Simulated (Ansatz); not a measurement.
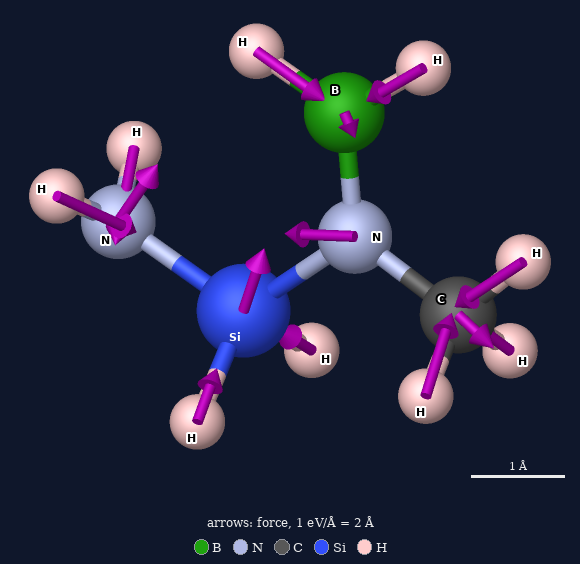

Starting geometry of CH$_{9}$BN$_{2}$Si with the computed forces as purple arrows. The picture is a ball-and-stick view, seen at a tilt.

The start comes from PBE-D4/def2-SVP.

All numbers below come from RKS PBE0-D4/def2-TZVP (Ansatz).

The input:
```yaml
crystal:
  periodic: [false, false, false]
  atoms:
    - {symbol: B, position_ang: [1.256681, 1.012626, -0.374374]}
    - {symbol: N, position_ang: [0.411498, 0.179758, 0.378514]}
    - {symbol: C, position_ang: [0.635798, -0.084037, 1.802261]}
    - {symbol: Si, position_ang: [-1.019575, -0.654131, -0.329117]}
    - {symbol: N, position_ang: [-1.337179, -0.332292, -1.999928]}
    - {symbol: H, position_ang: [2.212876, 1.542064, 0.169315]}
    - {symbol: H, position_ang: [1.027663, 1.196113, -1.558201]}
    - {symbol: H, position_ang: [0.769785, -1.171297, 1.998346]}
    - {symbol: H, position_ang: [1.543578, 0.444132, 2.152317]}
    - {symbol: H, position_ang: [-0.224931, 0.258024, 2.418839]}
    - {symbol: H, position_ang: [-2.211267, -0.220996, 0.481852]}
    - {symbol: H, position_ang: [-0.786726, -2.131489, -0.160984]}
    - {symbol: H, position_ang: [-0.667034, -0.683896, -2.690351]}
    - {symbol: H, position_ang: [-1.623867, 0.616322, -2.259488]}
basis:
  gaussian: {orbitals: def2-TZVP}
hamiltonian: {xc: pbe0, dispersion: d4}
relax: {f_tol: 0.005, max_steps: 150}
```

Run as
```bash
ansatz run in.yaml --threads 4 --pin off --events-out ev --progress --plain --max-ram 10444MiB
```

Question: What follows when this structure is relaxed?

Answer: It isn't relaxed: the largest force vector, on H atoms, is 0.67 eV/Å. The final displacements follow the starting forces only in part (cosine between the two patterns 0.47). The largest move after the best rigid fit is that of H13, 0.072 Å. Largest moves by element: H 0.072 Å, N 0.041 Å, Si 0.040 Å, C 0.031 Å, B 0.025 Å. Some distances before and after: N2–Si4 1.801 → 1.761 Å, Si4–N5 1.731 → 1.703 Å, B1–H6 1.221 → 1.201 Å, Si4–H11 1.505 → 1.486 Å. Among the angles between lasting bonds that change: Si4–N5–H13 117.8° → 120.0°. After 10 accepted moves (12 points after the start) the energy has fallen by 1.81 kcal/mol. The largest force component goes from 0.62 to 0.0028 eV/Å. The line search rejected the trial steps at points 3, 6 of the run. Cost: 42 s on 4 threads of Arm Neoverse V2, with other jobs on the host.
